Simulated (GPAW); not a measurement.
**How Cd absorbs and reflects light**

Aim: the dielectric function of Cd, and the optical constants that follow from it.

Calculated with GPAW 26.7.0; DFT, PBE, plane-wave PAW (GPAW data sets), scalar-relativistic, RPA, optical limit.

**1. The starting structure**

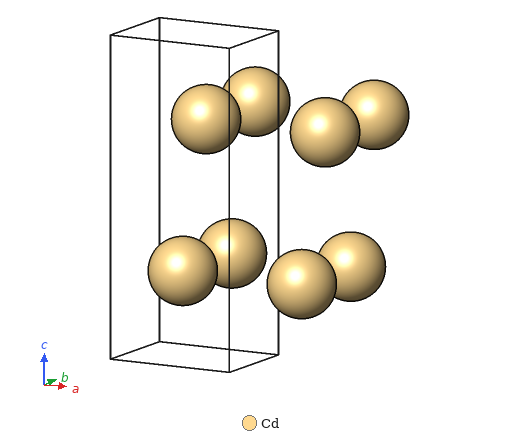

Start, viewed slightly off an axis; cadmium orange. 2×2×1 cells are drawn.

Coordinates:

```xyz
2
Lattice="2.9789 0.0000 0.0000 -1.4894 2.5798 0.0000 0.0000 0.0000 5.6177" Properties=species:S:1:pos:R:3 pbc="T T T"
Cd    1.4894    0.8599    4.2132
Cd    0.0000    1.7199    1.4044
```

**2. Bands for the response**

At the fixed density, many empty bands are solved on the mesh of the response, since the spectrum sums over them.

This step: DFT, PBE, plane-wave PAW (GPAW data sets), scalar-relativistic, bands at fixed density (GPAW 26.7.0).

The input, nscf.py:

```python
from ase.dft.bandgap import bandgap
from gpaw import GPAW, FermiDirac

calc = GPAW('gs.gpw').fixed_density(kpts={'size': (18, 18, 8), 'gamma': True}, nbands=51, convergence={'bands': 45},
                                    occupations=FermiDirac(0.05), txt='nscf.txt')
print('gap (eV)', bandgap(calc, output=None)[0])
print('direct gap (eV)', bandgap(calc, direct=True, output=None)[0])
print('top band over the Fermi level (eV)', min(calc.get_eigenvalues(kpt=k)[44] for k in range(len(calc.get_ibz_k_points()))) - calc.get_fermi_level())
calc.write('full.gpw', mode='all')
```

On the command line:

```
$ OMP_NUM_THREADS=1 python nscf.py
```

Numbers of over 12 decimals in the logs are rounded to 6 here.

Output:

```text
Diagonalizing LCAO Hamiltonian
Converting LCAO to pw mode
convergence criteria:
- Maximum integral of absolute [eigenst]ate change: 4e-08 eV^2 / valence electron
maximum number of iterations: 150

SCF iterations
|iter     |      energy | eigst |  dens |
|iter:   1||             | +3.66 |       |
|iter:   2||             | +2.31 |       |
|iter:   3||             | +1.29 |       |
|iter:   4||             | +0.22 |       |
|iter:   5||             | -0.61 |       |
|iter:   6||             | -1.40 |       |
|iter:   7||             | -2.07 |       |
|iter:   8||             | -2.74 |       |
|iter:   9||             | -3.36 |       |
|iter:  10||             | -3.99 |       |
|iter:  11||             | -4.59 |       |
|iter:  12||             | -5.19 |       |
|iter:  13||             | -5.77 |       |
|iter:  14||             | -6.35 |       |
|iter:  15||             | -6.83 |       |
|iter:  16||             | -7.31 |       |
|iter:  17||             | -7.66c|       |
SCF steps: 17
  __  _  _
 | _ |_)|_||  |
 |__||  | ||/\| - 26.7.0

Versions:
  Python: 3.12.14
  ASE:    3.29.0
  Numpy:  2.5.5
  Scipy:  1.18.1
  Libxc:  7.0.0

Input parameters:
  mode=PW(ecut=500.0),
  convergence={'bands': 45},
  gpts=array([16, 16, 30]),
  kpts=MonkhorstPack(size=(18, 18, 8), gamma=True),
  maxiter=150,
  nbands=51,
  occupations=Occupations(name='fermi-dirac', width=0.05, fixmagmom=False),
  parallel={},
  xc=XC(name='PBE')

--- standard output ---
gap (eV) 0.0
direct gap (eV) 0.0
top band over the Fermi level (eV) 37.380200
```

The job ended after 6.1 min (1 thread of Arm Neoverse V1, shared host; peak memory 0.43 GiB).

**3. Dielectric function, RPA**

Local fields let the induced charge screen the field inside the cell, which as a rule lowers ε, most along directions where the density is uneven.

This step: DFT, PBE, plane-wave PAW (GPAW data sets), scalar-relativistic, RPA, optical limit (GPAW 26.7.0).

The input, df.py:

```python
from gpaw.response.df import DielectricFunction

df = DielectricFunction('full.gpw', frequencies={'type': 'nonlinear', 'domega0': 0.03, 'omega2': 8},
                        ecut=50,
                        eta=0.15,
                        nbands=45,
                        rate=0.05,
                        txt='df.txt')
for direction in ['x', 'z']:
    df.get_dielectric_function(xc='RPA', direction=direction, filename=f'df_{direction}.csv')
```

On the command line:

```
$ OMP_NUM_THREADS=1 python df.py
```

Output:

```text
Using integrator: PointIntegrator
NonLinearFrequencyDescriptor(from 0.000 to 55.235 eV, 478 points)
Nonperiodic BCs:  [False False False]
Using integrator: PointIntegrator
NonLinearFrequencyDescriptor(from 0.000 to 55.235 eV, 478 points)
Nonperiodic BCs:  [False False False]
Using integrator: PointIntegrator

Calculating chi0 body with:
    Ground state adapter containing:
    Number of spins: 1
    Number of kpoints: 2592
    Number of irreducible kpoints: 266
    Number of completely occupied states: 10
    Number of partially occupied states: 14

    Linear response parametrization:
    q_c: [0.0, 0.0, 0.0]
    Number of frequency points: 478
    Planewave cutoff: 50.0
    Number of bands: 45
    Number of planewaves: 37
    Broadening (eta): 0.15

Integrating chi0 body.

Symmetries of q_c:
    Direct symmetries (Uq -> q): 12
    Indirect symmetries (TUq -> q): 0
In total 12 allowed symmetries.

266 groups of equivalent kpoints. 89.737654% reduction.

Integral kind: spectral function

Calculating chi0 optical extensions with:
    Ground state adapter containing:
    Number of spins: 1
    Number of kpoints: 2592
    Number of irreducible kpoints: 266
    Number of completely occupied states: 10
    Number of partially occupied states: 14

    Linear response parametrization:
    Number of frequency points: 478
    Planewave cutoff: 50.0
    Number of bands: 45
    Number of planewaves: 37
    Broadening (eta): 0.15
Integrating chi0 head and wings.

Symmetries of q_c:
    Direct symmetries (Uq -> q): 12
    Indirect symmetries (TUq -> q): 0
In total 12 allowed symmetries.

266 groups of equivalent kpoints. 89.737654% reduction.

Integral kind: spectral function wings

Calculating drude chi0 with:
    Number of frequency points:478
    Plasma frequency decay rate: 0.05 eV

    Ground state adapter containing:
    Number of spins: 1
    Number of kpoints: 2592
    Number of irreducible kpoints: 266
    Number of completely occupied states: 10
    Number of partially occupied states: 14

Symmetries of q_c:
    Direct symmetries (Uq -> q): 12
    Indirect symmetries (TUq -> q): 0
In total 12 allowed symmetries.

266 groups of equivalent kpoints. 89.737654% reduction.

Integral kind: intraband
Plasma frequency:
[[ 8.81+0.j  0.  -0.j  0.  +0.j]
 [ 0.  -0.j  8.81+0.j  0.  -0.j]
 [ 0.  +0.j  0.  +0.j 10.28+0.j]]
```

Run time: 46 s. Hardware: 1 thread; peak memory 0.24 GiB.

Some rows of df_x.csv (energy; Re and Im without local fields; Re and Im with them):

```text
0.000000, 31157.812783, 0.000000, 31156.629045, 0.000000
0.460735, -306.300483, 144.266759, -307.401509, 144.065382
0.943989, -54.165799, 80.849585, -54.189453, 78.336147
1.451455, -58.547306, 57.452675, -56.618051, 57.303647
1.984998, -40.478230, 22.717410, -39.796811, 23.322271
2.546682, -27.723361, 6.913542, -27.829901, 7.289601
3.138794, -16.656101, 4.718560, -16.613191, 4.999826
3.763875, -11.552698, 1.647305, -11.687735, 1.781561
4.424758, -7.446729, 1.392534, -7.502968, 1.512430
5.124608, -5.269454, 0.617311, -5.396639, 0.686780
5.866977, -3.531887, 0.573526, -3.603315, 0.639473
6.655862, -2.263095, 0.274454, -2.361558, 0.298533
7.495775, -1.368983, 0.278190, -1.476676, 0.331613
8.391833, -0.403640, 0.346721, -0.507618, 0.354263
9.349861, -0.019115, 0.731083, -0.130452, 0.687766
10.376517, 0.137168, 0.894087, 0.035535, 0.844079
11.479449, 0.094233, 0.864231, 0.029234, 0.808758
12.667487, 0.226736, 0.727855, 0.178649, 0.674801
13.950874, 0.386697, 0.670120, 0.339869, 0.610243
```

The Im ε has structure finer than the step of the table below, so its rows give means over 1 eV, whole bins alone (the curve runs from 0.305 to 14.0 eV). Peaks (eV: height): E ∥ x 1.2: 84.9; E ∥ z 1.5: 71.8, 3.1: 15.1.

Sum at mesh points, not converged in k. Im ε against photon energy; means over each step:

| photon energy (eV) | E ∥ x | E ∥ z |
| --- | --- | --- |
| 1 | 75.3 | 46.7 |
| 2 | 25.3 | 24.9 |
| 3 | 5.30 | 7.84 |
| 4 | 1.74 | 1.47 |
| 5 | 0.934 | 0.853 |
| 6 | 0.556 | 0.689 |
| 7 | 0.327 | 0.358 |
| 8 | 0.272 | 0.338 |
| 9 | 0.594 | 0.483 |
| 10 | 0.814 | 0.653 |
| 11 | 0.873 | 0.773 |
| 12 | 0.731 | 0.689 |
| 13 | 0.625 | 0.558 |

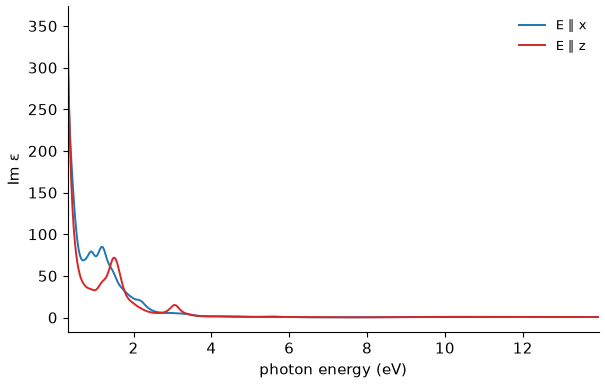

Im ε, plotted against photon energy.

Values under 1 per cm are given as 1; sum at mesh points, not converged in k. Absorption coefficient against photon energy:

| photon energy (eV) | E ∥ x (1/cm) | E ∥ z (1/cm) |
| --- | --- | --- |
| 1.01 | 8.5e5 | 8.5e5 |
| 1.99 | 1.3e6 | 1.4e6 |
| 3.02 | 1.3e6 | 1.3e6 |
| 3.98 | 1.3e6 | 1.3e6 |
| 4.98 | 1.2e6 | 1.2e6 |
| 6.02 | 1.1e6 | 1.2e6 |
| 6.99 | 9.8e5 | 1.0e6 |
| 8.03 | 7.6e5 | 8.3e5 |
| 9.02 | 5.8e5 | 6.6e5 |
| 10.03 | 6.6e5 | 6.3e5 |
| 11.03 | 7.4e5 | 6.8e5 |
| 12.02 | 7.0e5 | 6.8e5 |
| 13.00 | 6.1e5 | 5.8e5 |

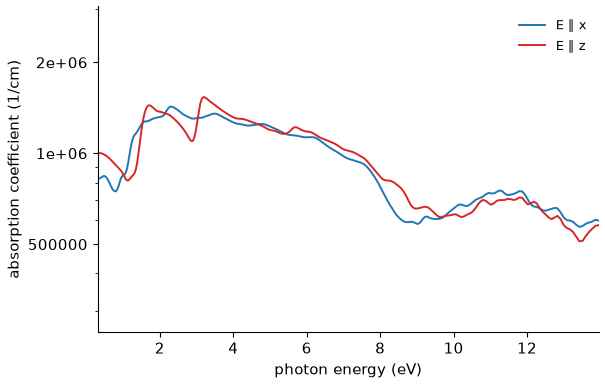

Absorption coefficient, plotted against photon energy.

The loss function −Im 1/ε at q → 0 has structure finer than the step of the table below, so its rows give means over 1 eV, whole bins alone (the curve runs from 0.305 to 14.0 eV). Peaks (eV: height): E ∥ x 9.0: 1.51, 13.0: 1.49; E ∥ z 9.6: 1.56, 13.0: 1.62.

Sum at mesh points, not converged in k. Table of loss function −Im 1/ε at q → 0 by energy loss; means over each step:

| energy loss (eV) | E ∥ x | E ∥ z |
| --- | --- | --- |
| 1 | 0.00732 | 0.00728 |
| 2 | 0.0101 | 0.00782 |
| 3 | 0.0139 | 0.0205 |
| 4 | 0.0174 | 0.0120 |
| 5 | 0.0263 | 0.0287 |
| 6 | 0.0450 | 0.0456 |
| 7 | 0.0927 | 0.0791 |
| 8 | 0.407 | 0.289 |
| 9 | 1.42 | 1.09 |
| 10 | 1.23 | 1.48 |
| 11 | 1.15 | 1.29 |
| 12 | 1.36 | 1.45 |
| 13 | 1.41 | 1.55 |

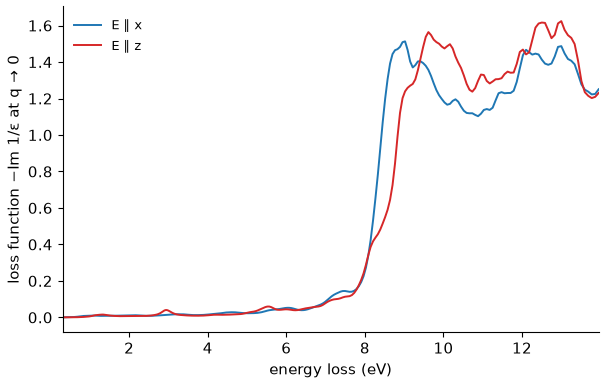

Loss function −Im 1/ε at q → 0, plotted against energy loss.

Sum at mesh points, not converged in k. Reflectivity at normal incidence against photon energy; read off at these points:

| photon energy (eV) | E ∥ x (%) | E ∥ z (%) |
| --- | --- | --- |
| 1.0 | 82.0 | 90.2 |
| 2.0 | 85.9 | 90.1 |
| 3.0 | 88.2 | 71.4 |
| 3.8 | 92.2 | 94.0 |
| 4.0 | 91.5 | 93.3 |
| 5.0 | 90.9 | 90.4 |
| 6.0 | 85.9 | 87.2 |
| 7.0 | 85.3 | 85.5 |
| 8.0 | 79.0 | 74.4 |
| 9.0 | 27.1 | 40.4 |
| 10.0 | 17.2 | 21.9 |
| 11.0 | 17.0 | 17.3 |
| 12.0 | 17.1 | 16.3 |
| 13.0 | 11.6 | 11.9 |

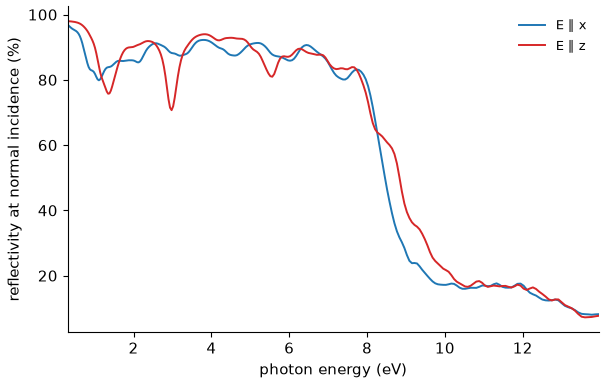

Reflectivity at normal incidence, plotted against photon energy.

The Im ε, E ∥ x has structure finer than the step of the table below, so its rows give means over 1 eV, whole bins alone (the curve runs from 0.305 to 14.0 eV). Peaks (eV: height): without local fields 1.2: 87.4; with local fields 1.2: 84.9.

Sum at mesh points, not converged in k. Im ε, E ∥ x against photon energy; means over each step:

| photon energy (eV) | without local fields | with local fields |
| --- | --- | --- |
| 1 | 76.9 | 75.3 |
| 2 | 24.8 | 25.3 |
| 3 | 5.01 | 5.30 |
| 4 | 1.61 | 1.74 |
| 5 | 0.840 | 0.934 |
| 6 | 0.499 | 0.556 |
| 7 | 0.295 | 0.327 |
| 8 | 0.256 | 0.272 |
| 9 | 0.612 | 0.594 |
| 10 | 0.859 | 0.814 |
| 11 | 0.936 | 0.873 |
| 12 | 0.789 | 0.731 |
| 13 | 0.680 | 0.625 |

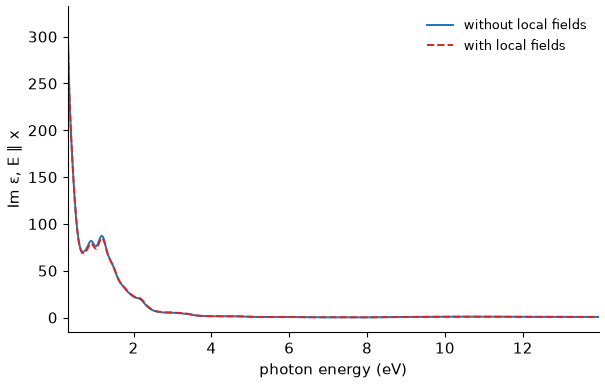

Im ε, E ∥ x against photon energy.

At chosen wavelengths:

| wavelength (nm) | n x | k x | R (%) x | 1/α x | n z | k z | R (%) z | 1/α z |
| --- | --- | --- | --- | --- | --- | --- | --- | --- |
| 1550 | 3.91 | 9.244 | 85.7 | 13 nm | 1.61 | 11.287 | 95.2 | 11 nm |
| 633 | 1.82 | 6.633 | 86.0 | 7.6 nm | 1.34 | 6.928 | 90.0 | 7.3 nm |
| 532 | 1.12 | 6.039 | 89.1 | 7.0 nm | 0.70 | 5.585 | 91.8 | 7.6 nm |
| 450 | 0.60 | 4.735 | 90.4 | 7.6 nm | 0.72 | 4.101 | 85.4 | 8.7 nm |
| 405 | 0.61 | 4.220 | 88.0 | 7.6 nm | 1.70 | 4.434 | 74.8 | 7.3 nm |
| 365 | 0.51 | 3.905 | 88.3 | 7.4 nm | 0.48 | 4.286 | 90.6 | 6.8 nm |
| 193 | 0.09 | 1.671 | 90.6 | 9.2 nm | 0.12 | 1.719 | 88.7 | 8.9 nm |

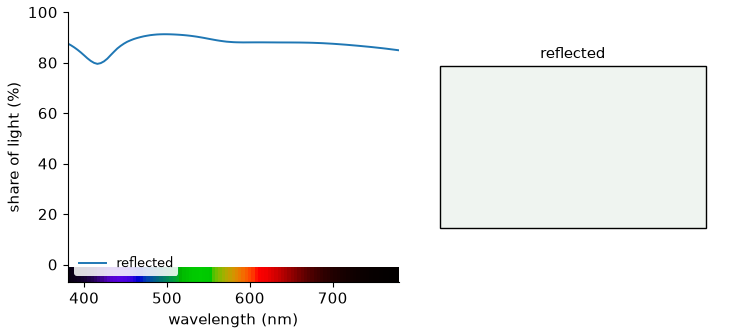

Light reflected across the visible range, with the colour that it makes of daylight (sRGB).

A polished face would reflect 89 % of daylight and look near white (CIE x = 0.312, y = 0.333 under D65).

**4. What came out**

At this level (PBE, RPA) Cd is a metal. The mesh is too coarse to trust the carriers' weight, the reflectivity or the colour to better than tens of per cent. A polished face would reflect 89 % of daylight and look near white (CIE x = 0.312, y = 0.333 under D65). The carriers' damping of 0.05 eV is typed, not computed; it shapes the response at the lowest energies. In this version of GPAW the matrix elements of the optical limit are incomplete, which can lower ε − 1 by up to a tenth where first-row anions or d states rule, and shift it by more in d metals. GPAW's carrier term has the form −ωp²/(ω + i·rate)², which damps like twice the rate and fails at low energy, so the curves leave the lowest energies out. The sum runs over mesh points 0.14 Å⁻¹ apart with no interpolation, so peaks are partly noise of the mesh, and the Drude plasma energy, a sum over the Fermi surface, isn't converged.

[Machine, clock and banner lines and Python warnings are left out of the logs.]

[Logs are printed without paths, hosts, clocks, repeated set-up lines and the standing remarks that a program may print on its own settings, such as how far it seeks lower states.]

[Hosts, paths, dates, database ids (printed as entryN), source tags and the programs' standing remarks are cut or masked in the printed files.]
